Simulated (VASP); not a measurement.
Band structure of LiBr (rock salt). Calculation: vdW-DF2, VASP's PBE PAW potentials (set 64) (plane waves; VASP).

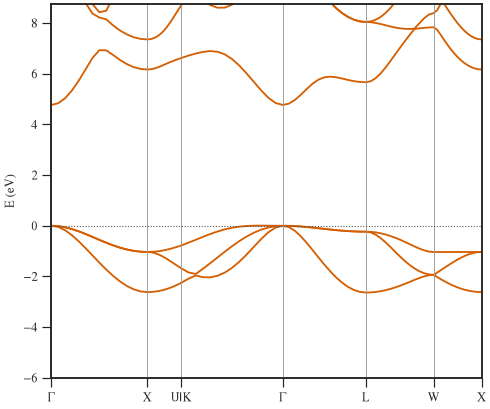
Bands along high-symmetry lines, zero at the valence-band maximum or, without a gap, the Fermi level

Task: Read the plot: is there a gap, and where are the band edges?

Result: The gap is indirect, 4.76 eV, from the valence maximum at K-Γ at 0.79 to the conduction minimum at Γ. (Edges off the drawn lines would not show.)

Measured: gap 7.60 eV (computed value off by -2.84 eV), as given by Abedi et al., (2022), arXiv:2211.14644.

The compound is LiBr in the rock salt structure. It was relaxed first, which changed the volume by +5 %.
